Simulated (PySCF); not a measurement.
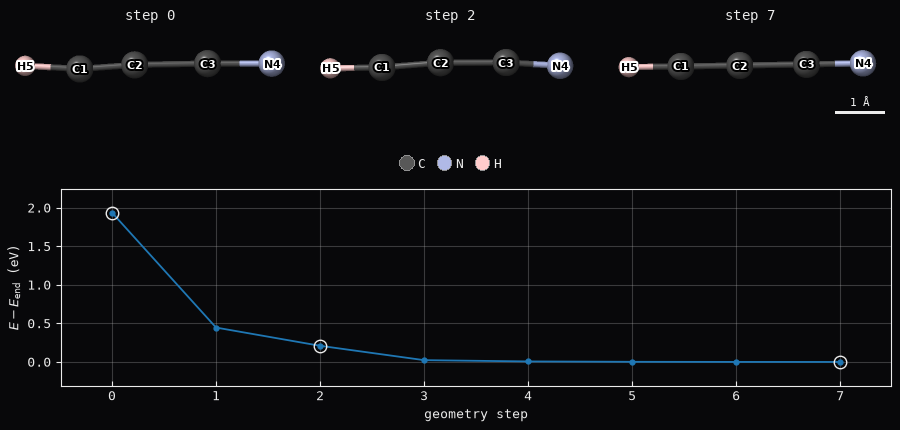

Frames of a relaxation of C$_{3}$HN, marked on the history of the run. A ball-and-stick model, seen at a tilt.

The start comes from MMFF94s. Its atoms were then displaced at random by about 0.03 Å.

Computed with PBE0-D3(BJ)/def2-SVP geometry optimisation, gas phase in PySCF 2.14.0, density-fitted response routines. 

**What happens along the run?**

After 7 geometry steps the energy has fallen by 1.937 eV. The largest move after the best rigid fit is that of N4, 0.18 Å. Largest moves by element: N 0.18 Å, C 0.11 Å, H 0.08 Å. Near-neighbour distances that change, for instance: C3–N4 1.321 → 1.162 Å, C2–C3 1.502 → 1.377 Å, C1–C2 1.134 → 1.213 Å, C1–H5 1.130 → 1.076 Å. Bond angles that change, for instance: C2–C1–H5 172.4° → 179.7°, C1–C2–C3 176.8° → 179.8°. From step 0 to 2: N4 moves most (0.25 Å), energy −1.728 eV. From step 2 to 7: N4 moves most (0.09 Å), energy −0.209 eV.

```
step  E − E(0), eV
   0        0.0000
   1       -1.4909
   2       -1.7276
   3       -1.9139
   4       -1.9305
   5       -1.9352
   6       -1.9367
   7       -1.9371
```
